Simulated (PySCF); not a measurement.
C₅H₁₂BN, singlet at its GFN2-xTB optimised geometry (Å):

```
19

B     -0.0129    -1.7420     0.0000
C      1.6227    -1.7420     0.0000
H      1.9936    -2.7630    -0.0047
H      2.0335    -1.2517     0.8808
H      2.0337    -1.2436    -0.8763
C     -0.6517    -2.3807     1.3634
H     -0.2738    -1.8947     2.2612
H     -0.3967    -3.4344     1.4343
H     -1.7377    -2.3080     1.3816
C     -0.6515    -2.3794    -1.3642
H     -0.2630    -1.9020    -2.2619
H     -1.7365    -2.2940    -1.3888
H     -0.4088    -3.4363    -1.4287
C     -1.0983     2.1683    -0.0053
C     -0.7181     0.7892    -0.0020
N     -0.4112    -0.3182     0.0000
H     -2.0337     2.2914    -0.5514
H     -0.3215     2.7630    -0.4863
H     -1.2331     2.5160     1.0191
```

Method: PBE0/def2-SVP (PySCF).

Map of the deformation density (molecule minus spherical neutral atoms) (e/bohr³) on the plane z = 0.8 Å:

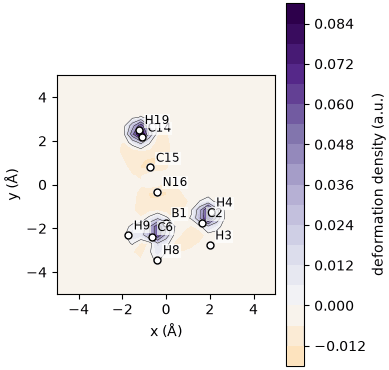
Figure: Deformation density (molecule minus spherical neutral atoms) (e/bohr³) on the plane z = 0.8 Å.
